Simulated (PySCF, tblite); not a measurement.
# C5H7OS radical: geometry, infrared bands and EPR parameters

Wanted: the infrared bands and EPR parameters of C5H7OS radical (`C[C](C=O)C(C)=S`), by calculation.

Computed with tblite 0.8.0 and PySCF 2.14.0, with density-fitted response routines of our own, on a single molecule in the gas phase. Atoms count from 0, in the outputs and in this text.

**1. Starting geometry**

14 atoms, charge 0, multiplicity 2; geometry from: force field or distance geometry start.

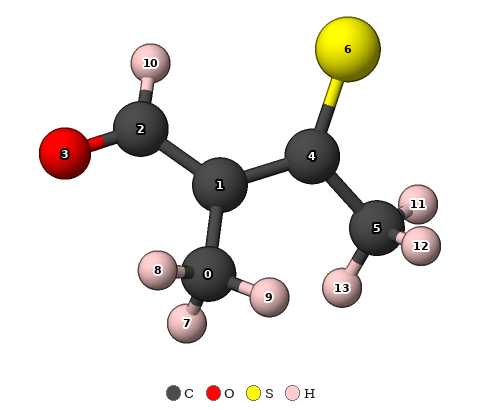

The starting geometry (carbon dark grey, oxygen red, sulfur yellow, hydrogen pink), atoms numbered; sticks join atoms by distance.

**2. Geometry optimisation with GFN2-xTB**

What the job is given:

```
{"job": {"kind": "relax", "xc": "GFN2-xTB", "basis": "xTB"}, "charge": 0, "multiplicity": 2}
C     -1.137300    -0.922400     0.351500
C     -0.526800     0.395900    -0.012000
C     -1.424100     1.478900    -0.409900
O     -2.644700     1.329600    -0.520500
C      0.950900     0.558200     0.134700
C      1.823800    -0.645000    -0.162700
S      1.702400     2.000200     0.586800
H     -1.313000    -1.507400    -0.547000
H     -2.099400    -0.784600     0.864200
H     -0.514400    -1.500400     1.033300
H     -0.963400     2.446800    -0.651200
H      2.734800    -0.353200    -0.692200
H      2.103000    -1.125200     0.792200
H      1.307600    -1.371900    -0.789300
```

The run is started by

```console
$ OMP_NUM_THREADS=1 python probes_run.py task.json out
```

One launch serves the whole session: the jobs run in the order shown.

Output:

```text
step      E/eV     max force
  0    -585.01741    2.384
  1    -585.15719    1.328
  2    -585.20524    1.440
  3    -585.24735    0.713
  4    -585.29131    0.408
  5    -585.30370    0.414
  6    -585.32684    0.361
  7    -585.33641    0.293
  8    -585.34642    0.256
  9    -585.35690    0.314
 10    -585.37170    0.350
 11    -585.38782    0.318
 12    -585.40453    0.328
 13    -585.42135    0.371
 14    -585.44167    0.364
 15    -585.46417    0.371
 16    -585.48282    0.307
 17    -585.49755    0.267
 18    -585.50939    0.285
 19    -585.51988    0.286
 20    -585.52955    0.307
 21    -585.53690    0.268
 22    -585.54244    0.303
 23    -585.54910    0.249
 24    -585.55655    0.197
 25    -585.56477    0.121
 26    -585.56633    0.106
 27    -585.56875    0.101
 28    -585.57016    0.103
 29    -585.57199    0.110
 30    -585.57353    0.109
 31    -585.57498    0.104
 32    -585.57614    0.093
 33    -585.57739    0.095
 34    -585.57890    0.093
 35    -585.58052    0.113
 36    -585.58180    0.087
 37    -585.58269    0.069
 38    -585.58351    0.081
 39    -585.58441    0.070
 40    -585.58518    0.064
 41    -585.58571    0.064
 42    -585.58617    0.072
 43    -585.58675    0.080
 44    -585.58746    0.077
 45    -585.58816    0.068
 46    -585.58874    0.062
 47    -585.58923    0.052
 48    -585.58964    0.048
 49    -585.58990    0.045
 50    -585.59003    0.040
 51    -585.59014    0.035
 52    -585.59027    0.031
 53    -585.59046    0.031
 54    -585.59057    0.028
 55    -585.59067    0.028
 56    -585.59079    0.030
 57    -585.59101    0.040
 58    -585.59132    0.062
 59    -585.59170    0.066
 60    -585.59208    0.065
 61    -585.59252    0.060
 62    -585.59314    0.084
 63    -585.59399    0.110
 64    -585.59494    0.127
 65    -585.59579    0.097
 66    -585.59643    0.054
 67    -585.59696    0.081
 68    -585.59740    0.126
 69    -585.59774    0.150
 70    -585.59843    0.069
 71    -585.59871    0.032
 72    -585.59890    0.029
 73    -585.59896    0.027
 74    -585.59905    0.016
 75    -585.59912    0.021
 76    -585.59919    0.018
 77    -585.59924    0.018
 78    -585.59929    0.020
 79    -585.59936    0.023
 80    -585.59946    0.027
 81    -585.59957    0.025
 82    -585.59964    0.020
 83    -585.59969    0.016
 84    -585.59973    0.015
 85    -585.59975    0.010
 86    -585.59976    0.005
```

It took 0.42 s on 1 thread of Arm Neoverse V2, shared host.

Along the way: (not every step is listed)

```csv
step,energy from step 0 (eV),largest force (eV/Å)
0,0.0000,2.3841
1,-0.1398,1.3280
2,-0.1878,1.4399
3,-0.2299,0.7129
4,-0.2739,0.4079
5,-0.2863,0.4140
6,-0.3094,0.3610
7,-0.3190,0.2927
8,-0.3290,0.2556
15,-0.4468,0.3706
22,-0.5250,0.3031
29,-0.5546,0.1099
36,-0.5644,0.0872
43,-0.5693,0.0802
50,-0.5726,0.0401
57,-0.5736,0.0405
64,-0.5775,0.1270
71,-0.5813,0.0320
78,-0.5819,0.0197
81,-0.5822,0.0249
82,-0.5822,0.0196
83,-0.5823,0.0162
84,-0.5823,0.0149
85,-0.5823,0.0099
86,-0.5823,0.0055
```

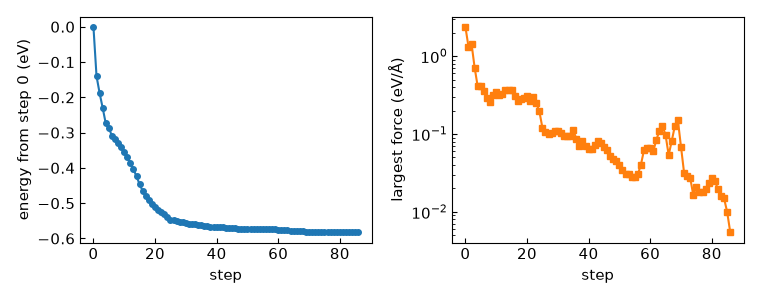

Energy and force, step by step.

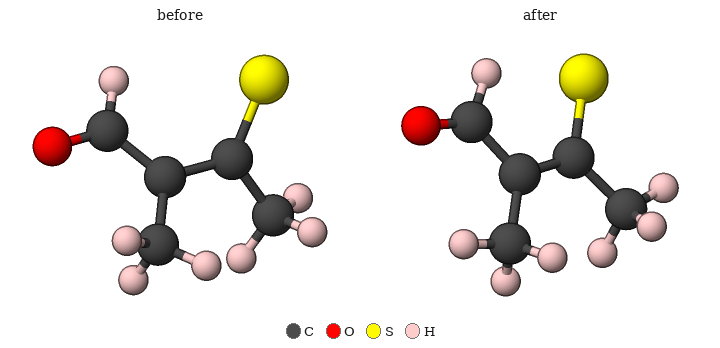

The geometry before (left) and after (right).

Distances of close pairs at the start and the end, largest changes first:

```
  bond  before (Å)  after (Å)  change (Å)
 C1–C4       1.494      1.372      -0.122
 C2–O3       1.235      1.206      -0.028
C2–H10       1.099      1.125      +0.026
 C1–C2       1.462      1.436      -0.026
 C4–C5       1.516      1.495      -0.020
C5–H12       1.105      1.090      -0.015
 C0–H8       1.099      1.087      -0.012
 C4–S6       1.688      1.699      +0.012
```

The next job starts from the end point, and lists it.

**3. Infrared spectrum with GFN2-xTB**

What the job is given:

```
{"job": {"kind": "ir", "xc": "GFN2-xTB", "basis": "xTB"}, "charge": 0, "multiplicity": 2}
C     -1.129312    -0.996628     0.253197
C     -0.514472     0.342485     0.001836
C     -1.359783     1.500591    -0.073189
O     -2.559343     1.563073     0.038346
C      0.835407     0.525579    -0.162565
C      1.782901    -0.629496    -0.096066
S      1.510175     2.059395    -0.445579
H     -0.908378    -1.686539    -0.561213
H     -2.207096    -0.884580     0.335307
H     -0.748533    -1.432833     1.176663
H     -0.742478     2.421924    -0.262188
H      2.802877    -0.309693    -0.291193
H      1.737618    -1.087786     0.892068
H      1.499737    -1.385964    -0.827591
```

Output:

```text
mode    cm-1     km/mol
  1      99.7      0.22
  2     103.5      0.15
  3     126.3      0.86
  4     144.6      0.26
  5     185.9      7.87
  6     271.1      0.88
  7     315.0      1.85
  8     337.7      7.60
  9     419.8      2.63
 10     490.3      1.56
 11     547.0      4.00
 12     705.7      3.98
 13     880.7      2.33
 14     887.2      3.26
 15     981.7      9.16
 16     995.3      7.63
 17    1014.8      1.28
 18    1099.0      4.13
 19    1119.7     54.81
 20    1238.9     40.24
 21    1317.4     19.78
 22    1383.1     20.26
 23    1397.3     18.65
 24    1454.9      1.05
 25    1455.3      6.78
 26    1467.0      2.75
 27    1468.7     23.92
 28    1471.8    130.31
 29    1726.4    488.23
 30    2519.9     48.07
 31    2992.3     22.68
 32    2997.7      0.77
 33    3006.5      7.70
 34    3010.4      5.02
 35    3054.3      4.52
 36    3056.7      3.74
```

Run time: 0.34 s. Hardware: 1 thread of Arm Neoverse V2, shared host.

Which atoms move in the most intense modes:

```
cm⁻¹  km/mol                                  atoms
1120    54.8                       C4 50 %, C5 19 %
1239    40.2             C1 50 %, H10 20 %, C4 10 %
1383    20.3  H12 29 %, H13 29 %, H11 18 %, C5 17 %
1469    23.9             H8 35 %, H7 29 %, H11 11 %
1472   130.3                       C1 49 %, C4 34 %
1726   488.2                       C2 59 %, O3 38 %
2520    48.1                               H10 95 %
2992    22.7                       H7 41 %, H9 39 %
```

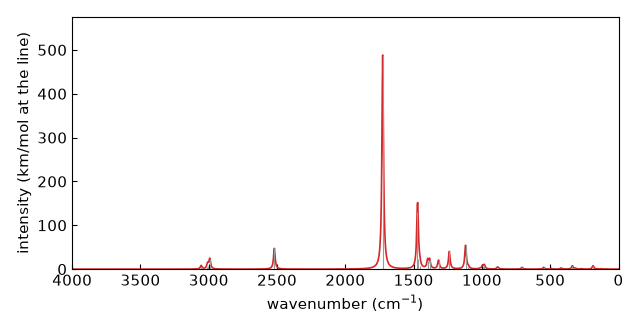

The infrared spectrum from these modes, unscaled. Lines are broadened to a width of 14 cm⁻¹ (Lorentzian).

**4. g tensor and hyperfine couplings: B3LYP/pcH-1**

Same as in step 3 but for these lines:

```diff
@@ -1,2 +1,2 @@
-{"job": {"kind": "ir", "xc": "GFN2-xTB", "basis": "xTB"}, "charge": 0, "multiplicity": 2}
+{"job": {"kind": "epr", "basis": "pcH-1"}, "charge": 0, "multiplicity": 2}
 C     -1.129312    -0.996628     0.253197
```

Method: UKS B3LYP, pcH-1 on C H O S, non-relativistic, mean-field spin-orbit, GIAO.

Output:

```text
UKS, coarse grid
  cycle   1  E = -667.98017538  |g| = 6.08e-01
  cycle   2  E = -666.77546653  |g| = 1.65e+00
  cycle   3  E = -668.07709645  |g| = 2.88e-01
  cycle   4  E = -668.12394556  |g| = 1.18e-01
  cycle   5  E = -668.12887232  |g| = 6.77e-02
  cycle   6  E = -668.13130535  |g| = 1.76e-02
  cycle   7  E = -668.13152561  |g| = 7.51e-03
  cycle   8  E = -668.13156874  |g| = 4.27e-03
  cycle   9  E = -668.13158642  |g| = 2.02e-03
  cycle  10  E = -668.13159048  |g| = 7.82e-04
UKS, final grid
  cycle   1  E = -668.13159143  |g| = 9.12e-04
  cycle   2  E = -668.13159109  |g| = 1.49e-03
  cycle   3  E = -668.13159220  |g| = 2.19e-04
  cycle   4  E = -668.13159233  |g| = 1.69e-04
  cycle   5  E = -668.13159255  |g| = 1.08e-04
  cycle   6  E = -668.13159262  |g| = 8.47e-05
  cycle   7  E = -668.13159268  |g| = 8.31e-05
  cycle   8  E = -668.13159272  |g| = 8.31e-05
  cycle   9  E = -668.13159268  |g| = 8.30e-05
  cycle  10  E = -668.13159210  |g| = 8.01e-05
[... 5 cycles left out ...]
  cycle  16  E = -668.13158957  |g| = 8.58e-05
  cycle  17  E = -668.13158870  |g| = 5.52e-05
  cycle  18  E = -668.13158673  |g| = 5.70e-04
  cycle  19  E = -668.13158661  |g| = 6.05e-04
  cycle  20  E = -668.13158680  |g| = 3.90e-04
  cycle  21  E = -668.13158692  |g| = 1.62e-04
  cycle  22  E = -668.13158686  |g| = 1.66e-04
  cycle  23  E = -668.13158689  |g| = 4.02e-05
  cycle  24  E = -668.13158688  |g| = 1.75e-05
  cycle  25  E = -668.13158688  |g| = 1.74e-05
E = -668.13158688 Eh   <S^2> = 0.7757 (exact 0.7500)
g shifts (ppm)      1          2          3
  rmc          -217       -217       -217
  gc            -14         43         40
  oz_so          51      11646     835961
  total        -178      11641     836028
hyperfine (MHz)  atom isotope    a_iso     a_fc   dipolar eigenvalues
    0   13C     -14.74     -14.74     -1.71     -0.07      1.78
    1   13C      37.90      37.90    -36.76    -35.72     72.48
    2   13C     -22.07     -22.07     -7.81      1.80      6.01
    3   17O      -8.79      -8.79    -41.53     20.41     21.11
    4   13C     -33.38     -33.38    -20.91      8.68     12.23
    5   13C       2.44       2.44     -1.05      0.24      0.81
    6   33S      13.15      13.15    -59.68    -58.60    118.29
    7    1H      53.87      53.87     -2.87     -1.67      4.54
    8    1H       0.92       0.92     -2.29     -1.58      3.87
    9    1H      58.09      58.09     -2.95     -1.60      4.55
   10    1H       1.16       1.16     -4.53     -0.13      4.67
   11    1H      -1.52      -1.52     -1.82     -1.65      3.47
   12    1H     -18.35     -18.35     -1.81     -0.38      2.19
   13    1H     -14.73     -14.73     -1.74     -0.49      2.23
```

It took 74 s on 1 thread of Arm Neoverse V2, shared host; peak memory 0.93 GiB.

Principal g values 2.00214, 2.01396, 2.83835; g(iso) = 2.28482, against 2.00232 for a free electron. They are not to be trusted: the run shows nearly degenerate orbitals, where second-order g theory doesn't apply.

Hyperfine couplings; where a row names several nuclei, a(iso) is their mean (it holds for fast rotation or exchange) and the dipolar term the largest among them:

```
       nuclei  isotope  a(iso) (MHz)  a(iso) (G, at g = 2.0023)  largest dipolar term (MHz)
           C1      13C          37.9                       13.5                        72.5
   H7, H8, H9       1H          37.6                       13.4                         4.5
           C4      13C         -33.4                      -11.9                       -20.9
           C2      13C         -22.1                       -7.9                        -7.8
           C0      13C         -14.7                       -5.3                         1.8
           S6      33S          13.2                        4.7                       118.3
H11, H12, H13       1H         -11.5                       -4.1                         3.5
           O3      17O          -8.8                       -3.1                       -41.5
           C5      13C           2.4                        0.9                        -1.0
          H10       1H           1.2                        0.4                         4.7
```

Mulliken spin populations:

C0 -0.03; C1 0.47; C2 -0.07; O3 0.13; C4 -0.19; C5 0.01; S6 0.66; H7 0.02; H8 0.00; H9 0.02; H10 0.00; H11 0.00; H12 -0.01; H13 -0.01

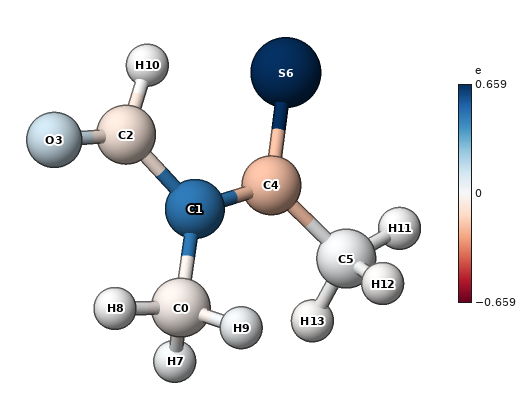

Mulliken spin populations, as colours on the atoms.

Orbitals, density, ELF and potential are computed afterwards from the orbital file.

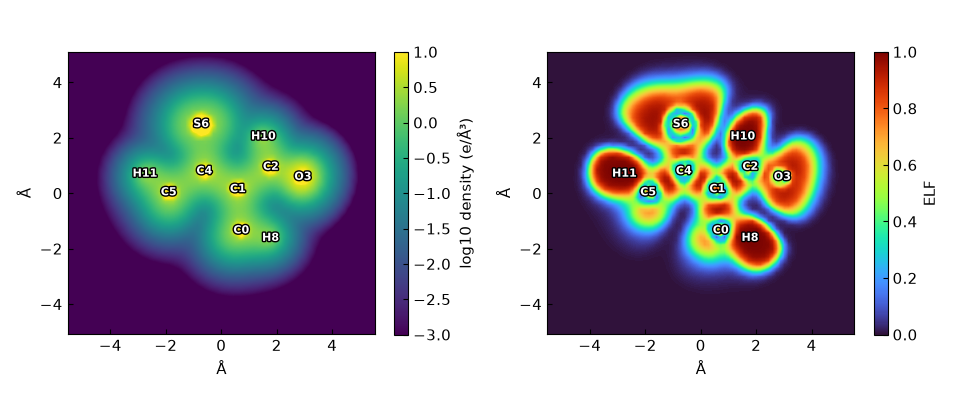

Density (left) and ELF (right) in a plane through or near 10 of the atoms.

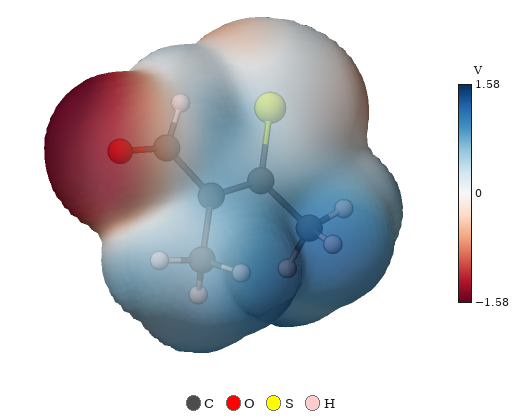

Electrostatic potential on the surface of density 0.002 e/bohr³; red is low, blue high. It runs from -1.58 V near O3 to 1.27 V near H13.

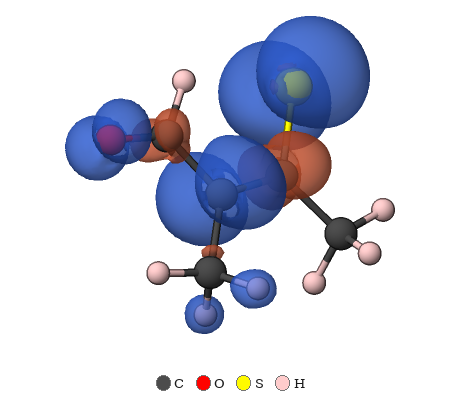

Spin density at ±0.02 e/Å³ (alpha excess blue, beta excess red).

**5. Results**

| quantity | value |
| --- | --- |
| strongest single infrared mode (GFN2-xTB) | 1726 cm⁻¹, 488 km/mol |
| zero-point energy (GFN2-xTB) | 65.4 kcal/mol |
| g(iso) (B3LYP) | 2.28482 |
| ⟨S²⟩ | 0.776 (exact 0.75) |
| largest a(iso) (averaged by class) | 13C on C1, 37.9 MHz |
| potential on the surface of density 0.002 e/bohr³, 1st and 99th percentile | -1.58 V and 1.27 V |
| property runs in this session | 1, of which 0 failed and 1 gave unsound results |

Over 86 steps the energy fell by 0.582 eV; of the close pairs, C1–C4 changed most, 1.494 to 1.372 Å. No mode is imaginary among the 36: a minimum at this level. The strongest single mode, at 1726 cm⁻¹, moves mainly C2 and O3. Unscaled tight-binding wavenumbers are off by several per cent, some by more. Its intensities can rank the bands wrongly. The largest spin populations lie on S6 (0.66 e), C1 (0.47 e). The isotropic g lies 282.5 ppt above the free-electron value. These values are not to be trusted: the run shows nearly degenerate orbitals, where second-order g theory doesn't apply.
